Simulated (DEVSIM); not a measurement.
System: abrupt Ge n-p junction, at 300 K.

```csv
layer (left to right),material,thickness (μm),Nd (cm⁻³),Na (cm⁻³),τn (s),τp (s)
1,Ge,5.20,2.9e16,-,1.7e-5,1.7e-5
2,Ge,170,-,1.7e14,1.7e-5,1.7e-5
```

Left contact: ohmic. Right contact: ohmic. Voltage is applied to the left contact. Recombination: SRH at mid-gap. Mobility is μmin + (μ − μmin)/(1 + (N/Nref)^α).

Constants are typed, rounded textbook-type inputs, not results; the design itself was drawn at random and stands for no fabricated device. Values at 300 K.

```
parameter           Ge
-------------  -------
gap (eV)         0.664
affinity (eV)        4
permittivity        16
Nc (cm⁻³)      1.04e19
Nv (cm⁻³)         6e18
μn (cm²/Vs)       3900
μp (cm²/Vs)       1900
μn,min             150
μp,min             100
Nref,n          2.6e17
Nref,p            4e17
αn                0.56
αp                 0.6
```

Model (solved in DEVSIM): 1D drift-diffusion, Boltzmann statistics, complete ionisation; no tunnelling, impact ionisation, image-force lowering or self-heating.

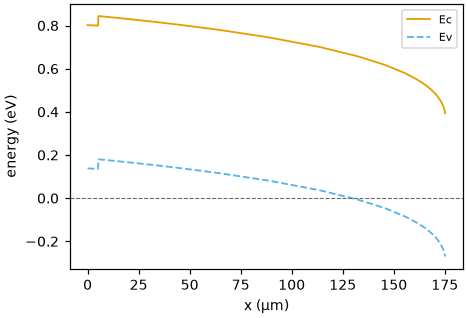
Fig. 1. Band edges at -0.65 V on the left contact

Energies count from the Fermi level of the right contact; mesh points crowd at the junctions.

```
x (μm)   Ec (eV)  Ev (eV)  n (cm⁻³)  p (cm⁻³)  field (V/cm)
-------  -------  -------  --------  --------  ------------
0.000      0.802    0.138    2.9e16    1.5e10           ≈ 0
0.05095    0.802    0.138    2.9e16    1.0e13           ≈ 0
0.1998     0.802    0.138    2.9e16    4.0e13           ≈ 0
0.6708     0.802    0.138    2.9e16    1.3e14           ≈ 0
2.900      0.801    0.137    3.0e16    5.6e14           ≈ 0
4.475      0.800    0.136    3.0e16    8.6e14           ≈ 0
4.983      0.800    0.136    3.0e16    9.6e14           ≈ 0
5.168      0.806    0.142    2.4e16    1.2e15          2100
5.208      0.823    0.159    1.3e16    2.4e15          4900
5.272      0.839    0.175    6.6e15    4.5e15          1200
5.477      0.844    0.180    5.4e15    5.5e15           ≈ 0
6.540      0.843    0.179    5.3e15    5.5e15           ≈ 0
9.283      0.841    0.177    5.3e15    5.4e15           ≈ 0
18.05      0.832    0.168    5.0e15    5.2e15           ≈ 0
63.46      0.781    0.117    3.8e15    4.0e15           -13
132.7      0.657   -0.007    1.8e15    2.0e15           -27
161.7      0.549   -0.115    8.0e14    9.7e14           -57
170.7      0.480   -0.184    3.7e14    5.4e14          -110
174.2      0.426   -0.238    1.3e14    2.9e14          -250
174.9      0.405   -0.259    5.3e13    2.1e14          -370
175.1      0.397   -0.267    1.9e13    1.8e14          -400
175.2      0.394   -0.270    2.5e12    1.7e14          -410
```
